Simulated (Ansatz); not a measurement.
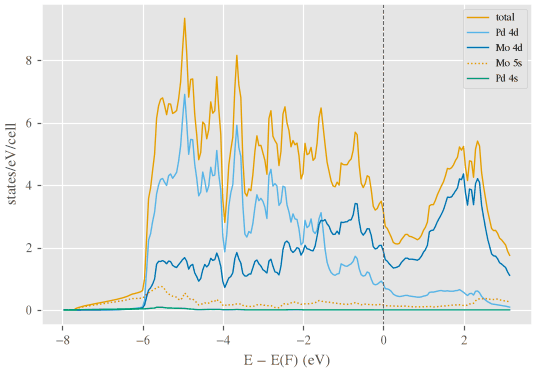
Figure. Total and projected density of states of MoPd in space group Cmcm (No. 63; Mo on 4c, Pd on 4c), plane-wave PAW r²SCAN (Ansatz code)

Task: Which orbitals carry the states next to the Fermi level?

Result: Within 0.5 eV of the Fermi level: Mo 4d 62 %, Pd 4d 25 %, outside the projected shells 8 %. Projections are on Löwdin-orthogonalised atomic valence shells; empty p or d shells of many metals are not among them.

Task: Where is the tallest occupied peak in this window, and what makes it?

Result: Near -4.9 eV, about 9.3 states/eV per cell; the largest projected share is Pd 4d.

The start of the workflow was typed in or built on a structure type; neither database checked (COD, Materials Project) lists it. Its standing as an ambient phase is unchecked. Symmetry was held in the r²SCAN relaxation; its stability against distortions is not shown here. No spin polarisation was allowed. Scalar-relativistic: spin–orbit coupling is off unless named, which matters more the heavier the elements.

Potentials: the earlier of the program's two PAW sets.
